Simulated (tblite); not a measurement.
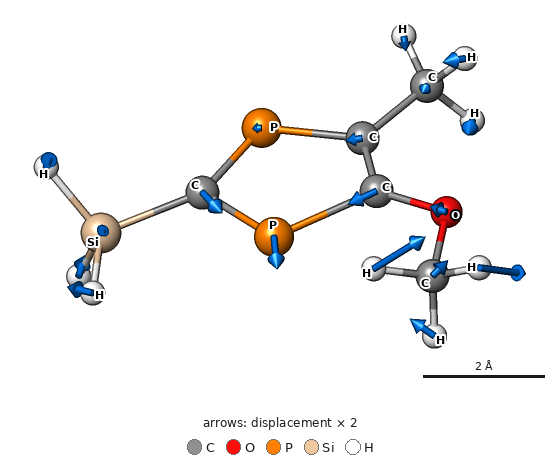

A relaxation of C$_{5}$H$_{9}$OP$_{2}$Si (charge −1). The starting structure is drawn; blue arrows show the displacements, magnified 2 times. The two geometries are superimposed by the best rigid fit.

A ball-and-stick model, seen from a free direction.

Theory: GFN2-xTB geometry optimisation, gas phase in tblite 0.8.0. 

### Atoms of which element are displaced furthest, and by how much?

Hydrogen: up to 0.63 Å, against 0.38 Å for phosphorus.

### Describe the change and its energy.

Over 82 geometry steps the energy falls by 48.3 kcal/mol. An H atom moves most after the best rigid fit: 0.63 Å. Largest moves by element: H 0.63 Å, P 0.38 Å, C 0.33 Å, O 0.17 Å, Si 0.12 Å. Among the contacts that change: P–P 2.579 → 2.967 Å, C–P 1.876 → 1.756 Å, C–P 1.629 → 1.740 Å, C–C 1.296 → 1.379 Å. Among the angles between lasting bonds that change: Si–C–P 147.2° → 122.0°, P–C–P 98.7° → 116.7°, C–P–C 110.8° → 94.1°. Groups turn about C–O by about 25°.
